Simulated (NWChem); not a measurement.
# CH2FN (SMILES [H]/N=C/F) at MP2/def2-TZVP

Aim: the vertical ionisation energy of CH2FN at MP2/def2-TZVP, from 2 runs. 

Program for the calculation: NWChem 7.3.0.

## (1) The system as given

CH2FN: 5 atoms, total charge 0, spin state singlet. As SMILES, `[H]/N=C/F`. Geometry: relaxed at PBE0-D4/def2-TZVP.

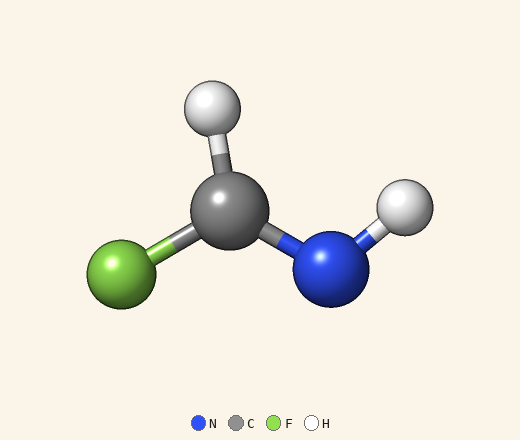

The structure, seen from a chosen angle (nitrogen blue, carbon grey, fluorine green, hydrogen white).

## (2) A single-point energy at MP2/def2-TZVP

The input, job.nw:

```
start job
title "CH2FN"
memory stack 880 mb heap 220 mb global 1100 mb

geometry noautosym nocenter noautoz
   N     -0.719900    -0.454400    -0.439800
   C      0.296500    -0.034500     0.137300
   F      1.242400    -0.884800     0.520800
   H     -1.343900     0.314100    -0.667300
   H      0.574800     0.986000     0.407600
end

basis spherical bse
   * library def2-TZVP
end

scf
   thresh 1e-08
   maxiter 80
   noprint "final vectors analysis"
end

mp2
   freeze core 3
   tight
end

task mp2 energy
```

On the command line:

```sh
nwchem job.nw > job.out
```

Log, shortened:

```text
[...]
  functions       =   105
[...]
  wavefunction    = RHF
[...]
         Total SCF energy =   -192.982024074618
      One-electron energy =   -401.467236249073
      Two-electron energy =    139.927638217899
 Nuclear repulsion energy =     68.557573956557
        Time for solution =     13.3s
[...]
          Total MP2 energy          -193.584970856648
[...]
```

Run time: 16 s. Hardware: 1 thread of AMD EPYC 9R45 (Zen 5), shared host; peak memory 0.28 GiB.

## (3) The doublet cation at the same level

The input, mol.nw:

```
start mol
title "CH2FN mp2"
memory stack 880 mb heap 220 mb global 1100 mb
charge 1
geometry units angstroms noautosym nocenter noautoz
  N     -0.719900    -0.454400    -0.439800
  C      0.296500    -0.034500     0.137300
  F      1.242400    -0.884800     0.520800
  H     -1.343900     0.314100    -0.667300
  H      0.574800     0.986000     0.407600
end
basis "ao basis" spherical bse
  * library def2-TZVP
end
scf
  doublet
  uhf
  thresh 1e-08
  maxiter 80
  noprint "final vectors analysis"
end
mp2
  freeze core 3
  tight
end
task mp2 energy
```

On the command line:

```sh
nwchem mol.nw > mol.out
```

Log, shortened:

```text
[...]
  functions       =   105
[...]
  wavefunction    = UHF
[...]
         Total SCF energy =   -192.604249279767
      One electron energy =   -393.716550816120
      Two electron energy =    132.554727579796
 Nuclear repulsion energy =     68.557573956557
                       Sz =      0.5000
                 Sz(Sz+1) =      0.7500
                      S^2 =      0.8172
[...]
          Total MP2 energy          -193.149269330220
[...]
```

Run time: 35 s. Hardware: 1 thread of AMD EPYC 9R45 (Zen 5), shared host; peak memory 0.28 GiB.

## (4) What came out

Level: MP2/def2-TZVP, 3 core orbitals frozen.

| quantity | value |
| --- | --- |
| singlet CH2FN: total energy | -193.58497 Eh |
| singlet CH2FN: correlation energy (3 core orbitals frozen) | -602.9 mEh |
| doublet cation: total energy | -193.14927 Eh |
| doublet cation: correlation energy (3 core orbitals frozen) | -545.0 mEh |
| doublet cation: ⟨S²⟩ of the reference determinant | 0.817 |
| vertical ionisation energy (to the doublet cation) | 11.856 eV |

In words: Removing an electron at fixed nuclei costs 11.86 eV (1144 kJ/mol).
